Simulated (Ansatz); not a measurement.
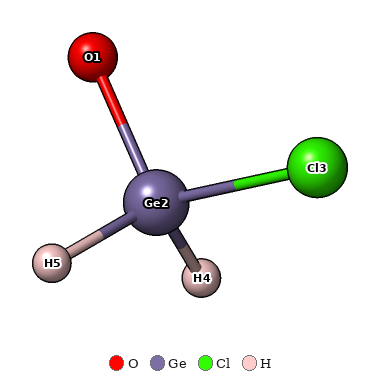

The system is ClGeH2O, SMILES [O][GeH2][Cl], spin multiplicity 2; the picture shows the reference structure. First axis: bond length Ge2–H5. Second axis: angle Cl3–Ge2–H5. Nothing is relaxed (all other coordinates rigid). The grid has 9 × 9 points. Energies: kJ/mol, counted from the relaxed molecule at the same level. Computed with UKS PBE0-D4/def2-TZVP (Ansatz).

Its coordinates:

```yaml
atoms:
  - { symbol: O, position_ang: [-0.5440, -0.0170, 1.6185] }
  - { symbol: Ge, position_ang: [0.0685, -0.0414, -0.0540] }
  - { symbol: Cl, position_ang: [-1.2268, 1.0677, -1.3540] }
  - { symbol: H, position_ang: [0.0536, -1.5057, -0.5003] }
  - { symbol: H, position_ang: [1.4307, 0.6566, -0.0274] }
```

Range: bond length Ge2–H5 from 1.255 to 2.296 Å; angle Cl3–Ge2–H5 from 63.2 to 153.2°.

> What landscape does the calculation give?

The lowest grid point is at bond length Ge2–H5 = 1.516 Å, angle Cl3–Ge2–H5 = 108.2°, 0.19 kJ/mol from the relaxed molecule at the same level. It is the only kind of minimum in the scanned range. The highest grid point, bond length Ge2–H5 = 2.296 Å, angle Cl3–Ge2–H5 = 153.2°, lies 302 kJ/mol above the lowest. Round the minimum the two coordinates are nearly uncoupled.

```tsv
angle Cl3–Ge2–H5 ↓, bond length Ge2–H5 →	1.255	1.385	1.516	1.646	1.776	1.906	2.036	2.166	2.296
153.2	222	146	124	132	157	190	227	265	302
141.9	169	94	72	81	107	142	180	219	257
130.7	131	55	34	44	70	106	145	184	222
119.4	106	30	9	19	45	81	120	159	197
108.2	99	22	0	9	36	70	109	148	184
96.9	110	33	10	18	43	77	114	152	185
85.7	141	63	39	46	70	101	136	169	197
74.4	197	118	92	98	118	146	174	200	219
63.2	278	198	170	171	185	204	222	236	245
```

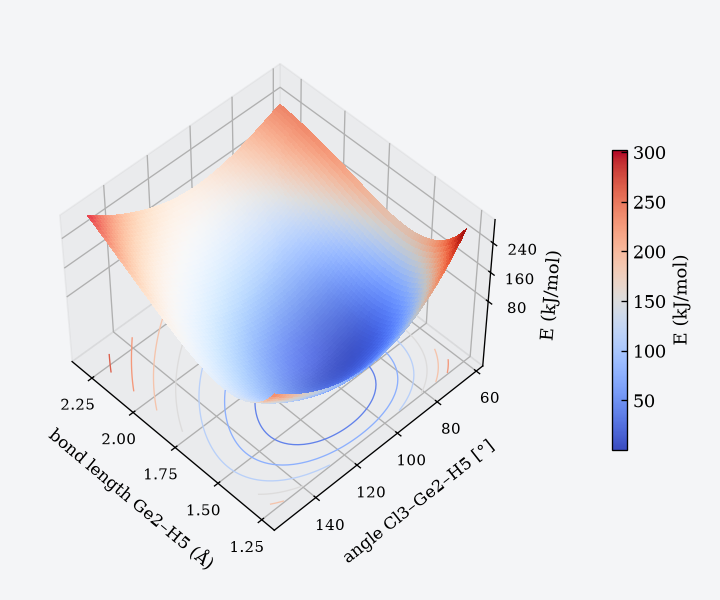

Drawn: a relief with its contours projected below. Between grid points the surface is interpolated.

The whole map (81 points run) took 34 min on 1 thread of Arm Neoverse V2 (shared host).
